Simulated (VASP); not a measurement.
Band structure of Cs (relaxed from the hcp structure, space group P6_3/mmc). Calculation: PBEsol GGA, VASP's PBE PAW potentials (set 64) (plane waves; VASP).

Unless said otherwise, spin-orbit coupling is left out, though it shifts the bands of the heavy elements here.

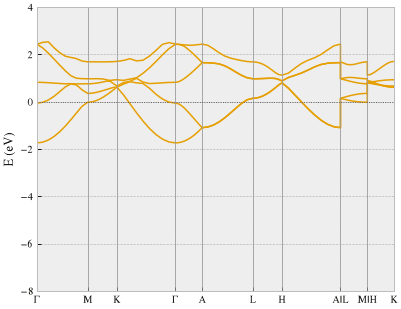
Fig. 1. Bands along high-symmetry lines, zero at the valence-band maximum or, without a gap, the Fermi level

### Question
Read the plot: is there a gap, and where are the band edges?

### Answer
It has no gap at this level: it comes out as a metal or semimetal. (Edges off the drawn lines would not show.)

The structure was generated: Cs was put into the hcp type (P6_3/mmc), which need not be its known phase. It was relaxed first.
